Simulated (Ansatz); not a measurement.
Geometry relaxation, with input and output: Si$_{3}$NH$_{9}$ (part 1 of 2)

Si$_{3}$NH$_{9}$, SMILES N[SiH2][SiH2][SiH3], computed with RKS PBE0-D4/def2-TZVP (Ansatz 0.2.0).

The geometry: PBE-D4/def2-SVP start. Figures and captions count atoms from 1; the log counts them from 0 in places.

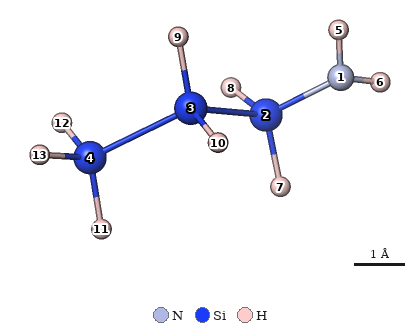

**Figure 1.** The input geometry (ball-and-stick view, seen at a tilt; atoms are numbered from 1 in the order of the input).

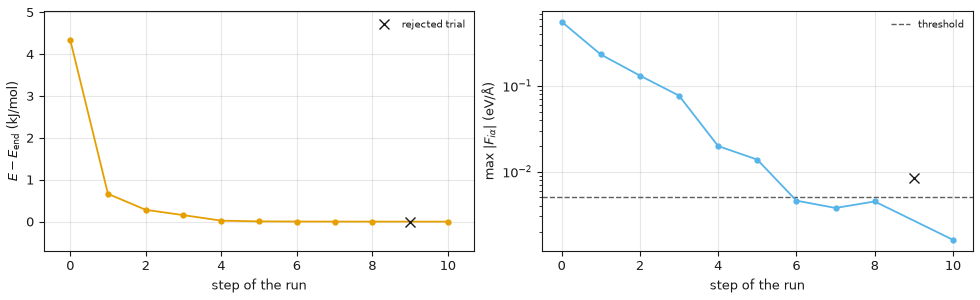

**Figure 2.** Progress of the relaxation, step by step (the first geometry is step 0 here and step 1 in the log).

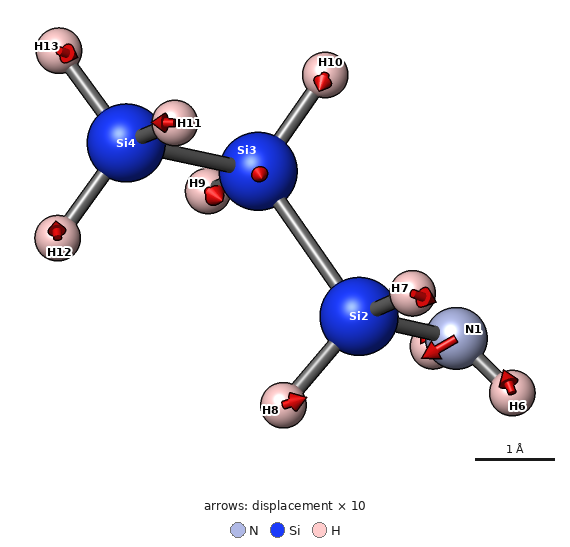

**Figure 3.** The starting structure with the displacements as red arrows, magnified 10 times (ball-and-stick view, seen at an oblique angle). The two geometries are laid on each other by the best rigid fit. N1 moves most after the best rigid fit: 0.053 Å. Largest moves by element: N 0.053 Å, H 0.044 Å, Si 0.026 Å. Distances before and after: N1–Si2 1.752 → 1.723 Å, Si2–H8 1.519 → 1.497 Å, Si2–H7 1.506 → 1.488 Å, N1–H5 1.024 → 1.007 Å. Among the angles that change: Si2–N1–H5 117.3° → 119.7°. After 10 geometry steps the energy has fallen by 4.34 kJ/mol. Largest force component: 0.56 eV/Å at the start, 0.0016 eV/Å at the end. The line search rejected the trial step at point 9 (counted from 0) and went back. (Atoms are counted from 1 in the order of the input.)

The input and output of the run follow.

## The input
```yaml
crystal:
  periodic: [false, false, false]
  atoms:
    - {symbol: N, position_ang: [-1.281389, 2.392103, -0.698604]}
    - {symbol: Si, position_ang: [-0.883320, 0.693994, -0.859593]}
    - {symbol: Si, position_ang: [0.694601, 0.108171, 0.784721]}
    - {symbol: Si, position_ang: [1.211428, -2.179161, 0.584365]}
    - {symbol: H, position_ang: [-1.595416, 2.716330, 0.220047]}
    - {symbol: H, position_ang: [-1.862332, 2.816945, -1.427900]}
    - {symbol: H, position_ang: [-0.281381, 0.495291, -2.226128]}
    - {symbol: H, position_ang: [-2.026708, -0.299426, -0.749520]}
    - {symbol: H, position_ang: [0.132361, 0.365794, 2.162456]}
    - {symbol: H, position_ang: [1.951195, 0.928433, 0.637790]}
    - {symbol: H, position_ang: [1.776505, -2.454474, -0.784446]}
    - {symbol: H, position_ang: [-0.035825, -3.005643, 0.757002]}
    - {symbol: H, position_ang: [2.220679, -2.613158, 1.614510]}
basis:
  gaussian: {orbitals: def2-TZVP}
hamiltonian: {xc: pbe0, dispersion: d4}
relax: {f_tol: 0.005, max_steps: 150}
```

Launch command:
```bash
ansatz run in.yaml --threads 4 --pin off --events-out ev --progress --plain --max-ram 10444MiB
```

## The program's output
```
Functional definition: PBE0
  name "PBE0"
  cite "Adamo & Barone, J. Chem. Phys. 110, 6158 (1999) doi:10.1063/1.478522"
  cite "Perdew, Burke & Ernzerhof, Phys. Rev. Lett. 77, 3865 (1996) doi:10.1103/PhysRevLett.77.3865"
  parent pbe
  parameter a = 0.25
  parameter kappa = 0.804
  parameter beta = 0.06672455060314922
  exchange = (1 - a)*pbe_x(kappa = kappa, mu = beta*pi^2/3) + a*exact_x
  correlation = pbe_c(beta = beta)
1355 factors; their error is unknown
mean field evaluation 1: about -25253.5273 eV, gradient 5.6e1 eV
mean field evaluation 2: about -25244.9456 eV, gradient 7.9e1 eV
mean field evaluation 4: about -25259.3834 eV, gradient 2.2e0 eV
mean field evaluation 8: about -25259.4955 eV, gradient 4.0e-2 eV
mean field -25259.49551014 eV, -928.2693384965 hartree, gradient 3.7e-5 eV, S^2 0.000000; 0 other end points of the search recorded, 0 dependent functions left out
the calculation of the forces begins
reference -25259.49555013 eV, -928.2693399661 hartree; 29, 29 occupied and 167, 167 virtual orbitals, 1355 factors
relax step   1: F+E_penalty+E_count = -25259.74862640 eV  Δ(F+E_penalty+E_count) = +0.000e0 eV  max|allowed force component| = 5.628e-1 eV/Å  Δτ_max = 0.0000 Å  (26 SCF iters, accepted)
these checks for a lower state are left out or cut short: starts, cluster_reference, orbital_swaps, neighbouring_geometries, increment
1355 factors; their error is unknown
mean field evaluation 16: about -25259.4272 eV, gradient 2.0e0 eV
mean field -25259.53286731 eV, -928.2707113475 hartree, gradient 9.5e-6 eV, S^2 0.000000; 0 other end points of the search recorded, 0 dependent functions left out
the calculation of the forces begins
reference -25259.53290713 eV, -928.2707128108 hartree; 29, 29 occupied and 167, 167 virtual orbitals, 1355 factors
relax step   2: F+E_penalty+E_count = -25259.78675257 eV  Δ(F+E_penalty+E_count) = -3.813e-2 eV  max|allowed force component| = 2.332e-1 eV/Å  Δτ_max = 0.0382 Å  (31 SCF iters, accepted)
these checks for a lower state are left out or cut short: starts, cluster_reference, orbital_swaps, neighbouring_geometries, increment
1355 factors; their error is unknown
mean field -25259.53584716 eV, -928.2708208547 hartree, gradient 9.5e-6 eV, S^2 0.000000; 0 other end points of the search recorded, 0 dependent functions left out
the calculation of the forces begins
reference -25259.53588695 eV, -928.2708223170 hartree; 29, 29 occupied and 167, 167 virtual orbitals, 1355 factors
relax step   3: F+E_penalty+E_count = -25259.79069737 eV  Δ(F+E_penalty+E_count) = -3.945e-3 eV  max|allowed force component| = 1.323e-1 eV/Å  Δτ_max = 0.0328 Å  (30 SCF iters, accepted)
these checks for a lower state are left out or cut short: starts, cluster_reference, orbital_swaps, neighbouring_geometries, increment
1355 factors; their error is unknown
mean field evaluation 32: about -25259.5376 eV, gradient 2.2e-1 eV
mean field -25259.53759734 eV, -928.2708851727 hartree, gradient 9.4e-6 eV, S^2 0.000000; 0 other end points of the search recorded, 0 dependent functions left out
the calculation of the forces begins
reference -25259.53763713 eV, -928.2708866348 hartree; 29, 29 occupied and 167, 167 virtual orbitals, 1355 factors
relax step   4: F+E_penalty+E_count = -25259.79201737 eV  Δ(F+E_penalty+E_count) = -1.320e-3 eV  max|allowed force component| = 7.710e-2 eV/Å  Δτ_max = 0.0125 Å  (30 SCF iters, accepted)
these checks for a lower state are left out or cut short: starts, cluster_reference, orbital_swaps, neighbouring_geometries, increment
1355 factors; their error is unknown
mean field -25259.53909189 eV, -928.2709400964 hartree, gradient 9.2e-6 eV, S^2 0.000000; 0 other end points of the search recorded, 0 dependent functions left out
the calculation of the forces begins
reference -25259.53913174 eV, -928.2709415608 hartree; 29, 29 occupied and 167, 167 virtual orbitals, 1355 factors
relax step   5: F+E_penalty+E_count = -25259.79337794 eV  Δ(F+E_penalty+E_count) = -1.361e-3 eV  max|allowed force component| = 1.990e-2 eV/Å  Δτ_max = 0.0501 Å  (29 SCF iters, accepted)
these checks for a lower state are left out or cut short: starts, cluster_reference, orbital_swaps, neighbouring_geometries, increment
1355 factors; their error is unknown
mean field -25259.53926031 eV, -928.2709462858 hartree, gradient 9.2e-6 eV, S^2 0.000000; 0 other end points of the search recorded, 0 dependent functions left out
the calculation of the forces begins
reference -25259.53930014 eV, -928.2709477495 hartree; 29, 29 occupied and 167, 167 virtual orbitals, 1355 factors
relax step   6: F+E_penalty+E_count = -25259.79356341 eV  Δ(F+E_penalty+E_count) = -1.855e-4 eV  max|allowed force component| = 1.381e-2 eV/Å  Δτ_max = 0.0265 Å  (31 SCF iters, accepted)
these checks for a lower state are left out or cut short: starts, cluster_reference, orbital_swaps, neighbouring_geometries, increment
1355 factors; their error is unknown
mean field -25259.53932833 eV, -928.2709487855 hartree, gradient 1.1e-5 eV, S^2 0.000000; 0 other end points of the search recorded, 0 dependent functions left out
the calculation of the forces begins
reference -25259.53936816 eV, -928.2709502492 hartree; 29, 29 occupied and 167, 167 virtual orbitals, 1355 factors
relax step   7: F+E_penalty+E_count = -25259.79359839 eV  Δ(F+E_penalty+E_count) = -3.498e-5 eV  max|allowed force component| = 4.584e-3 eV/Å  Δτ_max = 0.0043 Å  (23 SCF iters, accepted)
these checks for a lower state are left out or cut short: starts, cluster_reference, orbital_swaps, neighbouring_geometries, increment
1355 factors; their error is unknown
mean field -25259.53937365 eV, -928.2709504511 hartree, gradient 2.1e-5 eV, S^2 0.000000; 0 other end points of the search recorded, 0 dependent functions left out
the calculation of the forces begins
reference -25259.53941349 eV, -928.2709519149 hartree; 29, 29 occupied and 167, 167 virtual orbitals, 1355 factors
relax step   8: F+E_penalty+E_count = -25259.79361221 eV  Δ(F+E_penalty+E_count) = -1.382e-5 eV  max|allowed force component| = 3.766e-3 eV/Å  Δτ_max = 0.0051 Å  (23 SCF iters, accepted)
these checks for a lower state are left out or cut short: starts, cluster_reference, orbital_swaps, neighbouring_geometries, increment
1355 factors; their error is unknown
mean field evaluation 64: about -25259.5393 eV, gradient 2.3e-1 eV
mean field -25259.53943268 eV, -928.2709526204 hartree, gradient 1.3e-5 eV, S^2 0.000000; 0 other end points of the search recorded, 0 dependent functions left out
the calculation of the forces begins
reference -25259.53947252 eV, -928.2709540844 hartree; 29, 29 occupied and 167, 167 virtual orbitals, 1355 factors
relax step   9: F+E_penalty+E_count = -25259.79361696 eV  Δ(F+E_penalty+E_count) = -4.751e-6 eV  max|allowed force component| = 4.485e-3 eV/Å  Δτ_max = 0.0055 Å  (22 SCF iters, accepted)
these checks for a lower state are left out or cut short: starts, cluster_reference, orbital_swaps, neighbouring_geometries, increment
1355 factors; their error is unknown
mean field -25259.53950986 eV, -928.2709554567 hartree, gradient 2.5e-5 eV, S^2 0.000000; 0 other end points of the search recorded, 0 dependent functions left out
the calculation of the forces begins
reference -25259.53954972 eV, -928.2709569213 hartree; 29, 29 occupied and 167, 167 virtual orbitals, 1355 factors
relax step  10: F+E_penalty+E_count = -25259.79361306 eV  Δ(F+E_penalty+E_count) = +3.901e-6 eV  max|allowed force component| = 8.476e-3 eV/Å  Δτ_max = 0.0051 Å  (22 SCF iters, rejected (line search))
these checks for a lower state are left out or cut short: starts, cluster_reference, orbital_swaps, neighbouring_geometries, increment
1355 factors; their error is unknown
mean field -25259.53945938 eV, -928.2709536013 hartree, gradient 1.1e-5 eV, S^2 0.000000; 0 other end points of the search recorded, 0 dependent functions left out
the calculation of the forces begins
reference -25259.53949923 eV, -928.2709550657 hartree; 29, 29 occupied and 167, 167 virtual orbitals, 1355 factors
relax step  11: F+E_penalty+E_count = -25259.79362394 eV  Δ(F+E_penalty+E_count) = -6.983e-6 eV  max|allowed force component| = 1.600e-3 eV/Å  Δτ_max = 0.0025 Å  (22 SCF iters, accepted)
1355 factors; their error is unknown
mean field evaluation 96: about -25259.5395 eV, gradient 3.2e-5 eV
mean field -25259.53945938 eV, -928.2709536013 hartree, gradient 1.4e-5 eV, S^2 0.000000; 1 other end points of the search recorded, 0 dependent functions left out
the calculation of the forces begins
reference -25259.53949922 eV, -928.2709550657 hartree; 29, 29 occupied and 167, 167 virtual orbitals, 1355 factors
Total energy: -25259.79366379 eV, -928.2802954412 hartree
Atom 0 at    -1.311330     2.353263    -0.677941 Å, force     0.000374     0.001496    -0.001599 eV/Å
Atom 1 at    -0.880095     0.695627    -0.866554 Å, force    -0.001213    -0.000376    -0.000743 eV/Å
Atom 2 at     0.690528     0.097852     0.761446 Å, force    -0.000111    -0.000159    -0.000822 eV/Å
Atom 3 at     1.210497    -2.175974     0.590824 Å, force     0.000892    -0.001063     0.000170 eV/Å
Atom 4 at    -1.572069     2.700843     0.230671 Å, force    -0.000826    -0.000429     0.001040 eV/Å
Atom 5 at    -1.835870     2.817927    -1.402342 Å, force     0.000267     0.000009     0.000334 eV/Å
Atom 6 at    -0.295359     0.535869    -2.225910 Å, force     0.000484     0.000146     0.000796 eV/Å
Atom 7 at    -2.011051    -0.281723    -0.776156 Å, force     0.000484    -0.000268     0.000479 eV/Å
Atom 8 at     0.128207     0.359428     2.119468 Å, force    -0.000108     0.000215     0.000014 eV/Å
Atom 9 at     1.933142     0.908020     0.620673 Å, force     0.000023    -0.000446    -0.000006 eV/Å
Atom 10 at     1.771741    -2.471816    -0.755252 Å, force    -0.000170     0.000420    -0.000050 eV/Å
Atom 11 at    -0.017267    -2.995376     0.778228 Å, force    -0.000158     0.000715     0.000263 eV/Å
Atom 12 at     2.209324    -2.578741     1.617545 Å, force     0.000061    -0.000260     0.000123 eV/Å
Dipole moment:    -0.233332     0.232652     0.013616 e Å
```
